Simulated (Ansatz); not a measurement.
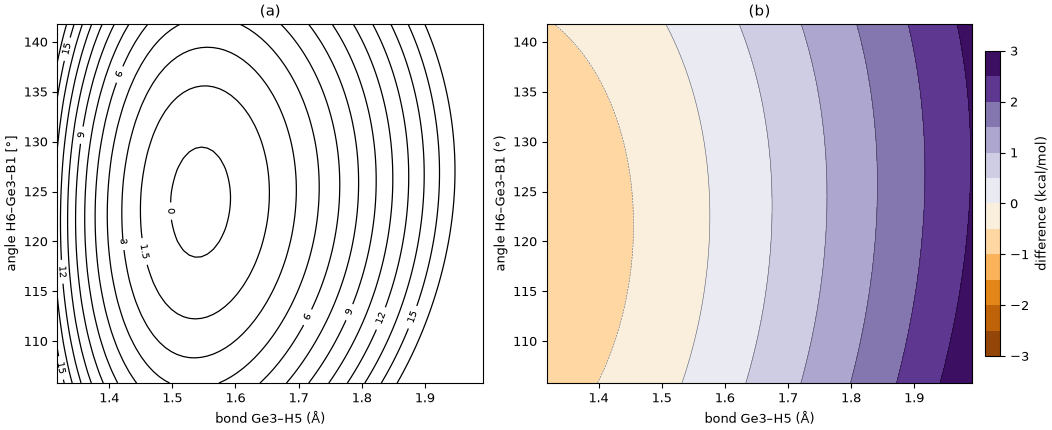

BGeH₃S, SMILES [BH]1[S][GeH2]1. Two internal coordinates are moved rigidly from the geometry relaxed at PBE0-D4/def2-TZVP, all others fixed. Coordinates scanned: (1) bond Ge3–H5; (2) angle H6–Ge3–B1. The scan uses a 7 × 7 grid. Points are written as (first, second). Energies are in kcal/mol, from each map's own lowest point. Method: RKS PBE-D4/def2-TZVPP in Ansatz.

Panel (a): RKS PBE-D4/def2-TZVPP in Ansatz 0.2.0. Panel (b): the map at RKS PBE0-D4/def2-TZVPP (Ansatz) less the map of (a), each from its own lowest point.

### How does the change of method alter the landscape?

The difference runs from −0.9 kcal/mol at (1.318 Å, 123.8°) to 2.9 kcal/mol at (1.992 Å, 105.8°). The interpolated minimum moves from 1.5436 to 1.5321 Å in bond Ge3–H5 and 123.95 to 123.76° in angle H6–Ge3–B1.
